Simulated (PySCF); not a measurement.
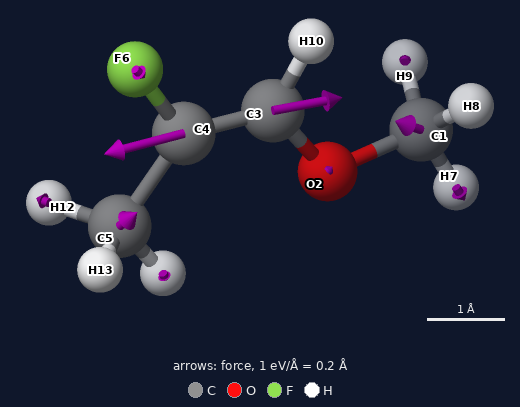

Starting geometry of C$_{4}$H$_{7}$FO with the computed forces as purple arrows. A ball-and-stick model, seen at a tilt.

The start comes from GFN2-xTB. Its atoms were then displaced at random by about 0.01 Å.

Method: PySCF, PBE0-D3(BJ)/def2-SVP geometry optimisation, gas phase. 

Q: What follows when this structure is relaxed?

A: It isn't relaxed: the largest force vector, on a C atom, is 5.73 eV/Å. The final displacements have little in common with the starting forces (cosine between the two patterns 0.06). The energy falls by 26.2 kJ/mol in 12 geometry steps. The largest move after the best rigid fit is that of an H atom, 0.51 Å. By element the largest moves are H 0.51 Å, O 0.36 Å, C 0.23 Å, F 0.02 Å. Near-neighbour distances that change, for instance: C–C 1.275 → 1.336 Å, C–C 1.520 → 1.480 Å, C–H 1.063 → 1.098 Å, C–F 1.377 → 1.343 Å. Bond angles that change, for instance: H–C–H 111.3° → 108.6°, O–C–H 109.5° → 111.8°, C–C–F 112.4° → 114.6°. Groups turn about C–O by about 25°. The run took 53 s on 1 thread of Intel(R) Xeon(R) Platinum 8488C, on a shared host.
